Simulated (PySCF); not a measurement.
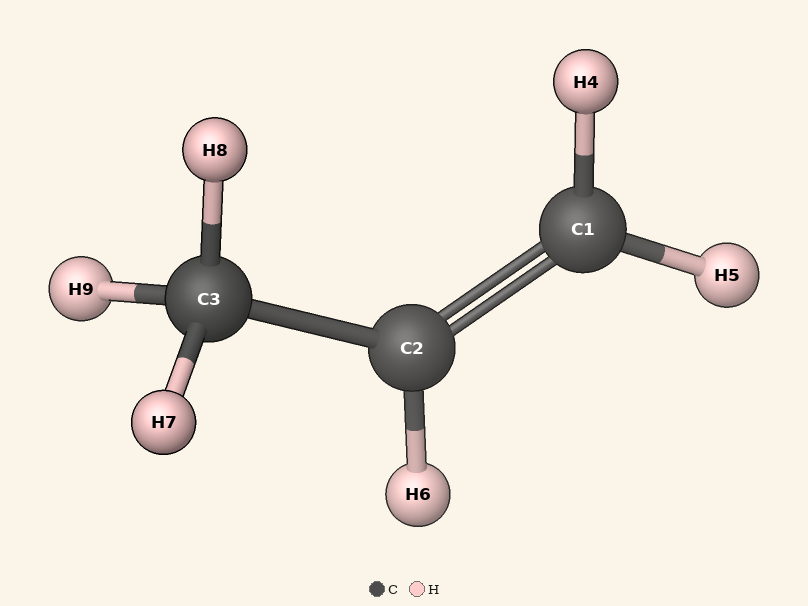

Numbered structure. Computed geometry: PBE0-D3(BJ)/def2-SVP optimisation. No frequency run is at hand to confirm it as a minimum.

Q: How are the neighbours of atom 3 arranged?

A: C3 has 4 neighbours (C2 at 1.49, H7 at 1.10, H8 at 1.10, H9 at 1.10 Å); the arrangement is tetrahedral.

Q: What is the geometry at C1?

A: C1 has 3 neighbours (C2 at 1.33, H4 at 1.10, H5 at 1.09 Å); the arrangement is trigonal planar.

Q: Describe the coordination of atom 2.

A: C2 has 3 neighbours (C1 at 1.33, C3 at 1.49, H6 at 1.10 Å); the arrangement is trigonal planar.
